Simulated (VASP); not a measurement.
# Li3ClO: convergence with the plane-wave cutoff and k-mesh, part 2 of 3

How sensitive are energy and pressure of Li3ClO to the plane-wave cutoff and k-mesh? The series runs use LDA. The start is a computed cell from the Materials Project.

VASP 6.6.1; LDA; plane waves and PAW (Li_sv, Cl, O).

So far. Step 7 (Plane-wave cutoff: ENCUT = 650): Against the run before the energy moves by +0.18 meV an atom and the pressure by -0.13 GPa, after 14 cycles in 3 s.

**8. Plane-wave cutoff: ENCUT = 800**

INCAR reads:

```
SYSTEM = Li3ClO
PREC = Accurate
ENCUT = 800
EDIFF = 1E-06
NELM = 100
ISMEAR = -1
SIGMA = 0.05
LREAL = .FALSE.
ALGO = Normal
GGA = CA
NBANDS = 17
LORBIT = 11
LWAVE = .FALSE.
LCHARG = .FALSE.
KPAR = 4
ISIF = 2
```

POSCAR reads:

```
Li3ClO
1.0
    3.9083370000      0.0000000000      0.0000000000
    0.0000000000      3.9083370000      0.0000000000
    0.0000000000      0.0000000000      3.9083370000
Li Cl O
3 1 1
Direct
    0.0000000000      0.5000000000      0.5000000000
    0.5000000000      0.0000000000      0.5000000000
    0.5000000000      0.5000000000      0.0000000000
    0.0000000000      0.0000000000      0.0000000000
    0.5000000000      0.5000000000      0.5000000000
```

KPOINTS reads:

```
Automatic mesh
0
Gamma
6 6 6
0 0 0
```

The projector-augmented-wave data sets are Li_sv, Cl and O (PBE family, release 64).

Run with:

```console
> mpirun -np 4 vasp_std
```

Log:

```text
[... set-up lines as in an earlier step ...]
 entering main loop
       N       E                     dE             d eps       ncg     rms          rms(c)
DAV:   1     0.153727020529E+03    0.15373E+03   -0.13349E+04   680   0.180E+03
DAV:   2    -0.119088356181E+02   -0.16564E+03   -0.15984E+03   859   0.369E+02
DAV:   3    -0.269785260411E+02   -0.15070E+02   -0.15010E+02  1281   0.836E+01
DAV:   4    -0.273982494645E+02   -0.41972E+00   -0.41863E+00   908   0.173E+01
[...]
DAV:  12    -0.236846466555E+02   -0.12399E-04   -0.14312E-04   909   0.762E-02    0.110E-02
DAV:  13    -0.236846440571E+02    0.25984E-05   -0.17952E-05   850   0.251E-02    0.652E-03
DAV:  14    -0.236846439812E+02    0.75923E-07   -0.11660E-06   422   0.704E-03
   1 F= -.23684644E+02 E0= -.23684644E+02  d E =-.286352E-10
```

Wall time 4.4 s (4 MPI ranks of Intel Xeon 6975P-C (Granite Rapids), shared host); peak memory 0.74 GiB.

From OUTCAR (step 8):

```text
  Total       -1.9871300     -1.9871300     -1.9871300     -0.0000000     -0.0000000     -0.0000000
  in kB      -53.3286814    -53.3286814    -53.3286814     -0.0000000     -0.0000000     -0.0000000
  external PRESSURE =     -53.3286814 kB  Pullay stress =       0.0000000 kB

  FREE ENERGIE OF THE ION-ELECTRON SYSTEM (eV)
  ---------------------------------------------------
  free  energy   TOTEN  =       -23.6846439812 eV

  energy  without entropy=      -23.6846439811  energy(sigma->0) =      -23.68464398

[... 2 parts as in an earlier step ...]

[... 2 further parts left out ...]
[key lines of the parts left out:]
E-fermi :   2.4777
```

Against the run before the energy moves by +0.59 meV an atom and the pressure by +0.12 GPa, after 14 cycles in 4.4 s.

**9. Plane-wave cutoff: ENCUT = 1000**

Changes to INCAR since step 8:

```diff
@@ -2,3 +2,3 @@
 PREC = Accurate
-ENCUT = 800
+ENCUT = 1000
 EDIFF = 1E-06
```

POSCAR is that of step 8.

KPOINTS is that of step 8.

Run with:

```console
> mpirun -np 4 vasp_std
```

Log:

```text
[... set-up lines as in an earlier step ...]
 entering main loop
       N       E                     dE             d eps       ncg     rms          rms(c)
DAV:   1     0.174522551510E+03    0.17452E+03   -0.15013E+04   680   0.211E+03
DAV:   2    -0.108527728137E+02   -0.18538E+03   -0.17967E+03   871   0.413E+02
DAV:   3    -0.256485824069E+02   -0.14796E+02   -0.14708E+02  1174   0.903E+01
DAV:   4    -0.273981545116E+02   -0.17496E+01   -0.17477E+01  1028   0.230E+01
[...]
DAV:  12    -0.236856496647E+02   -0.13063E-04   -0.14655E-04   892   0.768E-02    0.115E-02
DAV:  13    -0.236856468146E+02    0.28501E-05   -0.19032E-05   876   0.255E-02    0.662E-03
DAV:  14    -0.236856467281E+02    0.86480E-07   -0.12245E-06   429   0.719E-03
   1 F= -.23685647E+02 E0= -.23685647E+02  d E =-.285192E-10
```

Run time: 6.6 s. Hardware: 4 MPI ranks; peak memory 0.86 GiB; 24 s of CPU time.

OUTCAR, selected parts (step 9):

```text
  Total       -1.9726058     -1.9726058     -1.9726058      0.0000000     -0.0000000      0.0000000
  in kB      -52.9388950    -52.9388950    -52.9388950      0.0000000     -0.0000000      0.0000000
  external PRESSURE =     -52.9388950 kB  Pullay stress =       0.0000000 kB

 POSITION                                       TOTAL-FORCE (eV/Angst)
 -----------------------------------------------------------------------------------
      0.00000      1.95417      1.95417         0.000000      0.000000      0.000000
      1.95417      0.00000      1.95417         0.000000      0.000000      0.000000
      1.95417      1.95417      0.00000         0.000000      0.000000      0.000000
      0.00000      0.00000      0.00000         0.000000      0.000000      0.000000
      1.95417      1.95417      1.95417         0.000000      0.000000      0.000000
 -----------------------------------------------------------------------------------
    total drift:                                0.000000      0.000000     -0.000000

  FREE ENERGIE OF THE ION-ELECTRON SYSTEM (eV)
  ---------------------------------------------------
  free  energy   TOTEN  =       -23.6856467281 eV

  energy  without entropy=      -23.6856467281  energy(sigma->0) =      -23.68564673

[... 1 part as in an earlier step ...]

[... 2 further parts left out ...]
[key lines of the parts left out:]
E-fermi :   2.4775
```

Against the run before the energy moves by -0.20 meV an atom and the pressure by +0.04 GPa, after 14 cycles in 6.6 s.

**10. The plane-wave cutoff series as a table**

This step: convergence of LDA results with the cutoff; plane waves and PAW (VASP 6.6.1).

Derived from the runs above.

Differences are taken from the run with ENCUT = 1000. Results of the series, by row:

```
     setting     status  energy less the reference (meV/atom)  pressure (GPa)  gap (eV)  SCF cycles  wall time (s)
 ENCUT = 300  converged                                -288.8          -24.04     4.198          14            1.6
 ENCUT = 370  converged                                -40.29          -12.62     4.515          14            2.4
 ENCUT = 450  converged                                -3.756          -6.503     4.598          14            2.4
 ENCUT = 500  converged                               -0.4845          -5.498       4.6          14              3
 ENCUT = 570  converged                               -0.5729           -5.33     4.594          14            3.2
 ENCUT = 650  converged                               -0.3936          -5.456     4.594          14              3
 ENCUT = 800  converged                                0.2006          -5.333      4.59          14            4.4
ENCUT = 1000  converged                                     0          -5.294     4.589          14            6.6
```

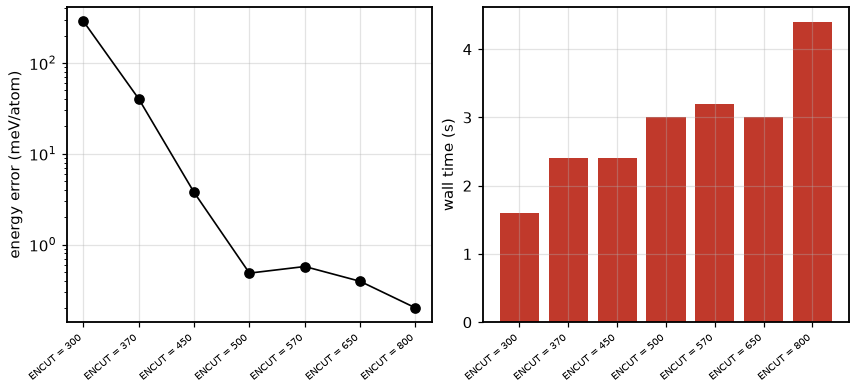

The energy error in size, against the reference run (errors under 0.01 are drawn at 0.01), and the wall time by setting.

**11. K-mesh: 2 2 2**

This step: LDA; plane waves and PAW (Li_sv, Cl, O) (VASP 6.6.1).

The sum over the zone converges with the mesh, fast for insulators and slowly for metals.

Changes to INCAR since step 9:

```diff
@@ -2,3 +2,3 @@
 PREC = Accurate
-ENCUT = 1000
+ENCUT = 650
 EDIFF = 1E-06
@@ -14,3 +14,3 @@
 LCHARG = .FALSE.
-KPAR = 4
+NCORE = 4
 ISIF = 2
```

POSCAR is that of step 9.

KPOINTS reads:

```
Automatic mesh
0
Gamma
2 2 2
0 0 0
```

Run with:

```console
> mpirun -np 4 vasp_std
```

Log:

```text
[banner, memory and clock lines left out]
running    4 mpi-ranks, on    1 nodes
 distrk:  each k-point on    4 cores,    1 groups
 distr:  one band on    4 cores,    1 groups

 POSCAR found type information on POSCAR LiClO
 POSCAR found :  3 types and       5 ions
 [... a notice as in an earlier step ...]

 LDA part: xc-table for (Slater(with rela. corr.)+CA(PZ))
 , standard interpolation
 POSCAR, INCAR and KPOINTS ok, starting setup
 FFT: planning ... GRIDC
 FFT: planning ... GRID_SOFT
 FFT: planning ... GRID
 WAVECAR not read
 entering main loop
       N       E                     dE             d eps       ncg     rms          rms(c)
DAV:   1     0.137200107374E+03    0.13720E+03   -0.11818E+04   136   0.152E+03
DAV:   2    -0.128736385042E+02   -0.15007E+03   -0.14639E+03   169   0.341E+02
DAV:   3    -0.267812906524E+02   -0.13908E+02   -0.13856E+02   246   0.775E+01
DAV:   4    -0.271807294913E+02   -0.39944E+00   -0.39910E+00   182   0.151E+01
DAV:   5    -0.271949440225E+02   -0.14215E-01   -0.14211E-01   223   0.219E+00    0.939E+00
DAV:   6    -0.237438075020E+02    0.34511E+01   -0.10346E+01   138   0.201E+01    0.383E+00
DAV:   7    -0.236521909167E+02    0.91617E-01   -0.11872E+00   178   0.492E+00    0.269E+00
DAV:   8    -0.235408186002E+02    0.11137E+00   -0.43292E-01   136   0.422E+00    0.939E-01
DAV:   9    -0.235219030834E+02    0.18916E-01   -0.15744E-01   156   0.174E+00    0.325E-01
DAV:  10    -0.235219189155E+02   -0.15832E-04   -0.11067E-02   155   0.559E-01    0.725E-02
DAV:  11    -0.235217198077E+02    0.19911E-03   -0.82909E-04   189   0.172E-01    0.314E-02
DAV:  12    -0.235217182383E+02    0.15694E-05   -0.53674E-05   204   0.463E-02    0.117E-02
DAV:  13    -0.235217177896E+02    0.44873E-06   -0.44559E-06   159   0.141E-02
   1 F= -.23521718E+02 E0= -.23521718E+02  d E =-.133128E-10
```

The job ended after 1.4 s (4 MPI ranks; peak memory 0.41 GiB; 3.4 s of CPU time).

Parts of OUTCAR (step 11):

```text
   k-points           NKPTS =      4   k-points in BZ     NKDIM =      4   number of bands    NBANDS=     17

   ENCUT  =  650.0 eV  47.77 Ry    6.91 a.u.   8.12  8.12  8.12*2*pi/ulx,y,z

   NELECT =      22.0000    total number of electrons

 E-fermi :   2.6789

 k-point     1 :       0.0000    0.0000    0.0000
  band No.  band energies     occupation
    ...
      7      -1.4854      2.00000
      8      -1.4854      2.00000
      9       0.8891      2.00000
     10       0.8891      2.00000
     11       0.8891      2.00000
     12       6.0082      0.00000
     13       8.3412      0.00000
     14       8.3412      0.00000
     15      12.8006      0.00000
     16      12.8006      0.00000
    ...

  Total       -1.6274478     -1.6274478     -1.6274478     -0.0000000      0.0000000      0.0000000
  in kB      -43.6758765    -43.6758765    -43.6758765     -0.0000000      0.0000000      0.0000000
  external PRESSURE =     -43.6758765 kB  Pullay stress =       0.0000000 kB

  FREE ENERGIE OF THE ION-ELECTRON SYSTEM (eV)
  ---------------------------------------------------
  free  energy   TOTEN  =       -23.5217177896 eV

  energy  without entropy=      -23.5217177896  energy(sigma->0) =      -23.52171779

[... 5 parts as in an earlier step ...]

[... 9 further parts left out ...]
```

This step gave:

| Item | Value |
| --- | --- |
| SCF cycles | 13 |
| irreducible k-points | 4 |
| free energy (TOTEN) | -23.52 eV |
| Fermi energy | 2.679 eV |
| pressure | -4.368 GPa |
| gap on the k-mesh | 4.616 eV |
| least direct gap on the k-mesh | 4.632 eV |

The series starts at -4.7043 eV an atom and -4.37 GPa, after 13 cycles in 1.4 s.

**12. K-mesh: 3 3 3**

Changes to INCAR since step 11:

```diff
@@ -14,3 +14,4 @@
 LCHARG = .FALSE.
-NCORE = 4
+KPAR = 2
+NCORE = 2
 ISIF = 2
```

POSCAR is that of step 11.

KPOINTS reads:

```
Automatic mesh
0
Gamma
3 3 3
0 0 0
```

Run with:

```console
> mpirun -np 4 vasp_std
```

Log:

```text
[banner, memory and clock lines left out]
running    4 mpi-ranks, on    1 nodes
[...]
[... a notice as in an earlier step ...]

 LDA part: xc-table for (Slater(with rela. corr.)+CA(PZ))
 , standard interpolation
 POSCAR, INCAR and KPOINTS ok, starting setup
[...]
entering main loop
       N       E                     dE             d eps       ncg     rms          rms(c)
DAV:   1     0.139005349969E+03    0.13901E+03   -0.12062E+04   136   0.160E+03
DAV:   2    -0.124141540094E+02   -0.15142E+03   -0.14727E+03   162   0.347E+02
DAV:   3    -0.260200248725E+02   -0.13606E+02   -0.13531E+02   238   0.785E+01
DAV:   4    -0.273832557243E+02   -0.13632E+01   -0.13594E+01   199   0.204E+01
[...]
DAV:  11    -0.236776712007E+02    0.47777E-03   -0.19464E-03   175   0.271E-01    0.126E-02
DAV:  12    -0.236776842200E+02   -0.13019E-04   -0.15944E-04   157   0.826E-02    0.144E-02
DAV:  13    -0.236776849187E+02   -0.69863E-06   -0.94052E-06   191   0.163E-02
   1 F= -.23677685E+02 E0= -.23677685E+02  d E =-.243488E-10
```

It took 1.4 s on 4 MPI ranks; peak memory 0.52 GiB.

OUTCAR, selected parts (step 12):

```text
  Total       -2.0104623     -2.0104623     -2.0104623     -0.0000000      0.0000000     -0.0000000
  in kB      -53.9548518    -53.9548518    -53.9548518     -0.0000000      0.0000000     -0.0000000
  external PRESSURE =     -53.9548518 kB  Pullay stress =       0.0000000 kB

  FREE ENERGIE OF THE ION-ELECTRON SYSTEM (eV)
  ---------------------------------------------------
  free  energy   TOTEN  =       -23.6776849187 eV

  energy  without entropy=      -23.6776849186  energy(sigma->0) =      -23.67768492

[... 3 parts as in an earlier step ...]

[... 1 further part left out ...]
[key lines of the parts left out:]
E-fermi :   2.4784
```

Against the run before the energy moves by -31.19 meV an atom and the pressure by -1.03 GPa, after 13 cycles in 1.4 s.

**13. K-mesh: 4 4 4**

Changes to INCAR since step 12:

```diff
@@ -14,4 +14,3 @@
 LCHARG = .FALSE.
-KPAR = 2
-NCORE = 2
+KPAR = 4
 ISIF = 2
```

POSCAR is that of step 12.

KPOINTS reads:

```
Automatic mesh
0
Gamma
4 4 4
0 0 0
```

Run with:

```console
> mpirun -np 4 vasp_std
```

Log:

```text
[... set-up lines as in an earlier step ...]
 entering main loop
       N       E                     dE             d eps       ncg     rms          rms(c)
DAV:   1     0.144106590009E+03    0.14411E+03   -0.11710E+04   340   0.155E+03
DAV:   2    -0.122565102977E+02   -0.15636E+03   -0.15153E+03   427   0.338E+02
DAV:   3    -0.270782010398E+02   -0.14822E+02   -0.14756E+02   652   0.787E+01
DAV:   4    -0.274068011720E+02   -0.32860E+00   -0.32821E+00   444   0.151E+01
[...]
DAV:  12    -0.236867000911E+02   -0.13025E-04   -0.14392E-04   419   0.745E-02    0.109E-02
DAV:  13    -0.236866970015E+02    0.30897E-05   -0.17659E-05   440   0.254E-02    0.686E-03
DAV:  14    -0.236866968493E+02    0.15214E-06   -0.16193E-06   270   0.749E-03
   1 F= -.23686697E+02 E0= -.23686697E+02  d E =-.757458E-10
```

Elapsed: 2.2 s, on 4 MPI ranks; peak memory 0.59 GiB.

OUTCAR, selected parts (step 13):

```text
  Total       -2.0298345     -2.0298345     -2.0298345      0.0000000     -0.0000000      0.0000000
  in kB      -54.4747432    -54.4747432    -54.4747432      0.0000000     -0.0000000      0.0000000
  external PRESSURE =     -54.4747432 kB  Pullay stress =       0.0000000 kB

  FREE ENERGIE OF THE ION-ELECTRON SYSTEM (eV)
  ---------------------------------------------------
  free  energy   TOTEN  =       -23.6866968493 eV

  energy  without entropy=      -23.6866968492  energy(sigma->0) =      -23.68669685

[... 2 parts as in an earlier step ...]

[... 2 further parts left out ...]
[key lines of the parts left out:]
E-fermi :   2.4795
```

Against the run before the energy moves by -1.80 meV an atom and the pressure by -0.05 GPa, after 14 cycles in 2.2 s.

**14. K-mesh: 5 5 5**

INCAR is that of step 13.

POSCAR is that of step 13.

KPOINTS reads:

```
Automatic mesh
0
Gamma
5 5 5
0 0 0
```

Run with:

```console
> mpirun -np 4 vasp_std
```

Log:

```text
[... set-up lines as in an earlier step ...]
 entering main loop
       N       E                     dE             d eps       ncg     rms          rms(c)
DAV:   1     0.141491459897E+03    0.14149E+03   -0.12037E+04   340   0.157E+03
DAV:   2    -0.125246825114E+02   -0.15402E+03   -0.15071E+03   410   0.348E+02
DAV:   3    -0.271183468973E+02   -0.14594E+02   -0.14530E+02   653   0.775E+01
DAV:   4    -0.274137659385E+02   -0.29542E+00   -0.29502E+00   454   0.144E+01
[...]
DAV:  12    -0.236877663681E+02   -0.10667E-04   -0.13127E-04   460   0.760E-02    0.983E-03
DAV:  13    -0.236877643423E+02    0.20258E-05   -0.17283E-05   426   0.249E-02    0.507E-03
DAV:  14    -0.236877643991E+02   -0.56750E-07   -0.67056E-07   195   0.600E-03
   1 F= -.23687764E+02 E0= -.23687764E+02  d E =-.295228E-10
```

Run time: 2.2 s. Hardware: 4 MPI ranks; peak memory 0.58 GiB.

OUTCAR, selected parts (step 14):

```text
  Total       -2.0335177     -2.0335177     -2.0335177     -0.0000000     -0.0000000     -0.0000000
  in kB      -54.5735893    -54.5735893    -54.5735893     -0.0000000     -0.0000000     -0.0000000
  external PRESSURE =     -54.5735893 kB  Pullay stress =       0.0000000 kB

  FREE ENERGIE OF THE ION-ELECTRON SYSTEM (eV)
  ---------------------------------------------------
  free  energy   TOTEN  =       -23.6877643991 eV

  energy  without entropy=      -23.6877643990  energy(sigma->0) =      -23.68776440

[... 3 parts as in an earlier step ...]

[... 1 further part left out ...]
[key lines of the parts left out:]
E-fermi :   2.4780
```

Against the run before the energy moves by -0.21 meV an atom and the pressure by -0.01 GPa, after 14 cycles in 2.2 s.

**15. K-mesh: 7 7 7**

INCAR is that of step 14.

POSCAR is that of step 14.

KPOINTS reads:

```
Automatic mesh
0
Gamma
7 7 7
0 0 0
```

Run with:

```console
> mpirun -np 4 vasp_std
```

Log:

```text
[... set-up lines as in an earlier step ...]
 entering main loop
       N       E                     dE             d eps       ncg     rms          rms(c)
DAV:   1     0.131995305666E+03    0.13200E+03   -0.11897E+04   680   0.154E+03
DAV:   2    -0.133553573527E+02   -0.14535E+03   -0.14129E+03   911   0.332E+02
DAV:   3    -0.271359403012E+02   -0.13781E+02   -0.13733E+02  1303   0.753E+01
DAV:   4    -0.274129594937E+02   -0.27702E+00   -0.27675E+00   886   0.138E+01
[...]
DAV:  12    -0.236877677150E+02   -0.12181E-04   -0.19165E-04   881   0.871E-02    0.125E-02
DAV:  13    -0.236877645864E+02    0.31285E-05   -0.33315E-05   835   0.332E-02    0.672E-03
DAV:  14    -0.236877646851E+02   -0.98679E-07   -0.11285E-06   444   0.763E-03
   1 F= -.23687765E+02 E0= -.23687765E+02  d E =-.248026E-10
```

Elapsed: 3 s, on 4 MPI ranks; peak memory 0.61 GiB; 9.8 s of CPU time.

OUTCAR, selected parts (step 15):

```text
  Total       -2.0344879     -2.0344879     -2.0344879     -0.0000000      0.0000000     -0.0000000
  in kB      -54.5996284    -54.5996284    -54.5996284     -0.0000000      0.0000000     -0.0000000
  external PRESSURE =     -54.5996284 kB  Pullay stress =       0.0000000 kB

  FREE ENERGIE OF THE ION-ELECTRON SYSTEM (eV)
  ---------------------------------------------------
  free  energy   TOTEN  =       -23.6877646851 eV

  energy  without entropy=      -23.6877646851  energy(sigma->0) =      -23.68776469

[... 3 parts as in an earlier step ...]

[... 1 further part left out ...]
[key lines of the parts left out:]
E-fermi :   2.4780
```

Against the run before the energy stays within 0.01 meV an atom and the pressure within 0.01 GPa, after 14 cycles in 3 s.

**16. K-mesh: 9 9 9**

INCAR is that of step 15.

POSCAR is that of step 15.

KPOINTS reads:

```
Automatic mesh
0
Gamma
9 9 9
0 0 0
```

Run with:

```console
> mpirun -np 4 vasp_std
```

Log:

```text
[... set-up lines as in an earlier step ...]
 entering main loop
       N       E                     dE             d eps       ncg     rms          rms(c)
DAV:   1     0.141418054695E+03    0.14142E+03   -0.11789E+04  1190   0.154E+03
DAV:   2    -0.125574356235E+02   -0.15398E+03   -0.14938E+03  1472   0.345E+02
DAV:   3    -0.270694743097E+02   -0.14512E+02   -0.14454E+02  2255   0.780E+01
DAV:   4    -0.274100834589E+02   -0.34061E+00   -0.34022E+00  1598   0.153E+01
[...]
DAV:  12    -0.236877400833E+02   -0.11737E-04   -0.15158E-04  1555   0.800E-02    0.112E-02
DAV:  13    -0.236877375688E+02    0.25145E-05   -0.21711E-05  1477   0.273E-02    0.630E-03
DAV:  14    -0.236877375871E+02   -0.18291E-07   -0.93429E-07   719   0.668E-03
   1 F= -.23687738E+02 E0= -.23687738E+02  d E =-.238484E-10
```

Elapsed: 4.8 s, on 4 MPI ranks; peak memory 0.68 GiB.

(Continued in part 3 of 3.)

[Lines on the potential files, build, host, timing and source positions are cut from VASP's logs without a mark.]

[Logs are printed without paths, hosts, clocks, repeated set-up lines and the standing remarks that a program may print on its own settings, such as how far it seeks lower states.]

[Hosts, paths, dates, database ids (printed as entryN), source tags and the programs' standing remarks are cut or masked in the printed files.]

[A measured line is paired with the nearest computed mode of its activity, which favours agreement.]
